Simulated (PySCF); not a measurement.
SMILES CC(C)(C)[Te] (C₄H₉Te), doublet at its PBE0/def2-SVP optimised geometry (Å):

```
14

C      0.7767     0.8508    -1.2389
C      0.3025     0.1018     0.0000
C      0.7270     0.8290     1.2719
C      0.8088    -1.3350     0.0000
Te    -1.9145     0.0838     0.0254
H      0.4461     0.3607    -2.1674
H      1.8820     0.8759    -1.2525
H      0.4115     1.8879    -1.2535
H      0.3576     1.8658     1.2984
H      0.3803     0.3110     2.1795
H      1.8310     0.8688     1.3139
H      0.4786    -1.8874    -0.8930
H      0.4674    -1.8879     0.8871
H      1.9145    -1.3350     0.0000
```

Level of theory: unrestricted PBE0/def2-TZVP, def2 effective core potentials past Kr (PySCF). The core electrons that the potentials of Te replace are not part of the density. Cells within 0.4 Å of a nucleus heavier than hydrogen are left out (blank, or x).

Map of the LUMO amplitude (α orbitals alone; a β orbital can be the lowest empty one) (bohr^(-3/2)) on the plane z = 0.0 Å; orbital energy -0.47 eV, overall sign arbitrary:

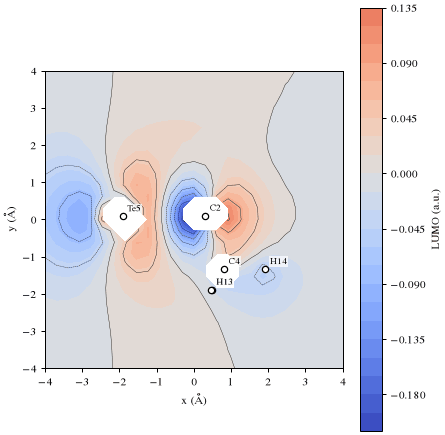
Figure. LUMO amplitude (α orbitals alone; a β orbital can be the lowest empty one) (bohr^(-3/2)) on the plane z = 0.0 Å.
